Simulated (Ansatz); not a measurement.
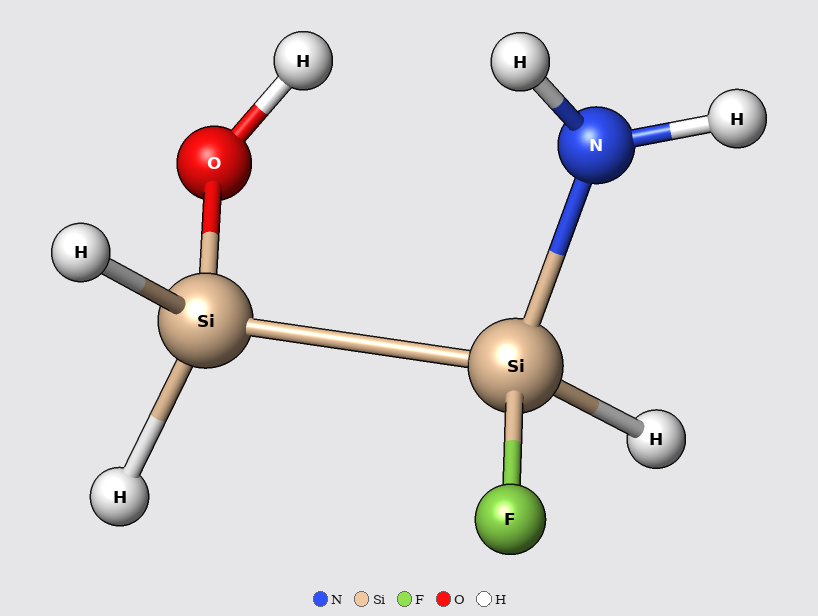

Harmonic vibrations computed with RKS PBE0-D4/def2-TZVP (Ansatz 0.2.0) at a stationary point of the same level.

How many imaginary frequencies does it have?

A minimum: no imaginary frequency, and the lowest mode lies at 37 cm⁻¹.

How many vibrational modes are there, and where do they lie?

27 modes: 37, 89, 175, 211, 251, 297, 353, 432, 461, 504, 699, 727, 799, 819, 831, 878, 902, 924, 938, 957, 1587, 2178, 2227, 2241, 3595, 3688, 3911 cm⁻¹.
